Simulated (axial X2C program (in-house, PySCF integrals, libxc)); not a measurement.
# A two-component session on PtP⁺: properties at the nuclei

Aim: properties at the nuclei of PtP⁺, with spin–orbit coupling in the Hamiltonian from the start.

Computed with an in-house X2C program for linear molecules on PySCF integrals. Level: two-component X2C with atomic mean-field terms, Pt dyall-cv3z, P dyall-v3z.

All values are calculated.

## Step 1: Input

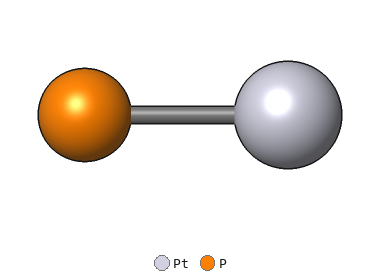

The two atoms at 2.140 Å (platinum light grey, phosphorus orange).

Contents of task.json:

```json
{
 "zs": [
  78,
  15
 ],
 "q": 1,
 "bas": [
  "dyall-cv3z",
  "dyall-v3z"
 ],
 "r0": 2.14,
 "levels": [
  "PBE0",
  "HF",
  "PBE",
  "TPSSh",
  "PBE50"
 ],
 "nst": 3
}
```

Keys: zs atomic numbers; q charge; bas basis sets; r0 starting distance in Å; levels methods (HF also brings MP2); nst determinants followed.

Command:

```bash
> python soeom.py task.json out
```

Nuclei are Gaussian, cores are contracted, and the Gaunt term is on.

## Step 2: Expectation values, lowest determinant

R = 1.996 Å. State: Ω = 0 (closed shell).

Output of the PBE0 run:

```text
two-component X2C + atomic mean field  PBE0
basis functions 224  fitting functions 1151  grid points 5076
iter        total energy     max residual
   1     -18759.081155426     2.16e-05
   2     -18759.081155426     6.91e-06
converged
one-electron -26298.50551231  Coulomb 7630.22710421  exact exchange -94.49199806  xc functional -289.56124488  nuclear repulsion 310.18904648  atomic mean-field constant -16.93855086
```

The highest occupied spinor is 37% P p, 34% Pt s, 25% Pt d.

| level | qzz Pt (a.u.) | qzz P (a.u.) |
| --- | --- | --- |
| PBE0 | 6.31 | -2.91 |
| HF | 1.92 | -3.82 |
| PBE | 7.64 | -2.55 |
| TPSSh | 6.64 | -2.76 |
| PBE50 | 4.73 | -3.27 |

Eeff is the effective electric field on the electron dipole moment in this Ω state and Ws the scalar–pseudoscalar constant (defined with the proton number Z and per Ω); A∥ is the parallel hyperfine constant, which follows by multiplying with the nuclear g factor gI = μI/(I μN); qzz is the electric field gradient, eQq0 = 234.96 MHz × Q/barn × qzz. The operators were transformed with the bare-nucleus X2C matrices.

## Step 3: Expectation values, a higher determinant

R = 1.996 Å. State: Ω = 1 (excess of +ω over −ω: 2 × ω = 1/2), 0.72 eV above the lowest in the PBE0 search for states (made at or near this distance, with looser thresholds).

Output of the PBE0 run:

```text
two-component X2C + atomic mean field  PBE0
basis functions 224  fitting functions 1151  grid points 5076
iter        total energy     max residual
   1     -18759.054872182     7.21e-05
   2     -18759.054872206     4.64e-05
   3     -18759.054872222     5.00e-05
   4     -18759.054872229     4.91e-05
   5     -18759.054872230     4.43e-06
converged
one-electron -26298.88635205  Coulomb 7630.69646205  exact exchange -94.51520625  xc functional -289.60027161  nuclear repulsion 310.18904648  atomic mean-field constant -16.93855086
```

The highest occupied spinor is 58% P p, 23% Pt d, 9% Pt p.

| level | Eeff magnitude (GV/cm) | Ws magnitude Pt (kHz) | A∥/gI Pt (MHz) | qzz Pt (a.u.) | A∥/gI P (MHz) | qzz P (a.u.) |
| --- | --- | --- | --- | --- | --- | --- |
| PBE0 | 32.8 | 36 | 9890 | 6.05 | 386 | -1.28 |
| HF | 52.2 | 57.5 | 7580 | 4.62 | 334 | -2.24 |
| PBE | 22.5 | 25 | 10400 | 6.34 | 395 | -1.04 |
| TPSSh | 30 | 32.9 | 10200 | 6.08 | 365 | -1.13 |
| PBE50 | 42.8 | 46.7 | 9230 | 5.61 | 378 | -1.56 |

## Step 4: Expectation values, a higher determinant

R = 1.996 Å. State: Ω = 2 (excess of +ω over −ω: ω = 1/2, ω = 3/2), 0.88 eV above the lowest in the PBE0 search for states (made at or near this distance, with looser thresholds).

Output of the PBE0 run:

```text
two-component X2C + atomic mean field  PBE0
basis functions 224  fitting functions 1151  grid points 5076
iter        total energy     max residual
   1     -18759.048636743     5.56e-05
   2     -18759.048636749     2.86e-05
   3     -18759.048636753     1.77e-05
   4     -18759.048636754     1.73e-05
   5     -18759.048636754     2.45e-06
converged
one-electron -26299.19738808  Coulomb 7631.01873234  exact exchange -94.51680472  xc functional -289.60367191  nuclear repulsion 310.18904648  atomic mean-field constant -16.93855086
```

The highest occupied spinor is 56% P p, 27% Pt d, 8% Pt p.

| level | Eeff magnitude (GV/cm) | Ws magnitude Pt (kHz) | A∥/gI Pt (MHz) | qzz Pt (a.u.) | A∥/gI P (MHz) | qzz P (a.u.) |
| --- | --- | --- | --- | --- | --- | --- |
| PBE0 | 45.9 | 23.2 | 4650 | 6.12 | 112 | -1.29 |
| HF | 79.4 | 42.7 | 3590 | 4.36 | 39.5 | -1.37 |
| PBE | 34.1 | 16.9 | 4920 | 6.42 | 119 | -1.02 |
| TPSSh | 40.8 | 20.3 | 4820 | 6.18 | 126 | -1.13 |
| PBE50 | 57.4 | 29.4 | 4300 | 5.68 | 103 | -1.58 |

## Step 5: Results

| quantity | value |
| --- | --- |
| lowest determinant | Ω = 0 (closed shell) |
| qzz Pt (a.u.), PBE0 | 6.31 |
| qzz P (a.u.), PBE0 | -2.91 |
| higher determinant | Ω = 1 (excess of +ω over −ω: 2 × ω = 1/2) |
| Eeff magnitude (GV/cm), PBE0, higher determinant | 32.8 |
| Ws magnitude Pt (kHz), PBE0, higher determinant | 36 |
| A∥/gI Pt (MHz), PBE0, higher determinant | 9890 |
| qzz Pt (a.u.), PBE0, higher determinant | 6.05 |
| higher determinant | Ω = 2 (excess of +ω over −ω: ω = 1/2, ω = 3/2) |
| Eeff magnitude (GV/cm), PBE0, higher determinant | 45.9 |
| Ws magnitude Pt (kHz), PBE0, higher determinant | 23.2 |
| A∥/gI Pt (MHz), PBE0, higher determinant | 4650 |
| qzz Pt (a.u.), PBE0, higher determinant | 6.12 |

In words: The expectation values come from single determinants, which for open shells can mix terms of unlike spin or miss the lowest Ω, so a determinant need not be a state. Eeff is the effective electric field on the electron dipole moment in this Ω state and Ws the scalar–pseudoscalar constant (defined with the proton number Z and per Ω); A∥ is the parallel hyperfine constant, which follows by multiplying with the nuclear g factor gI = μI/(I μN); qzz is the electric field gradient, eQq0 = 234.96 MHz × Q/barn × qzz. The operators were transformed with the bare-nucleus X2C matrices.
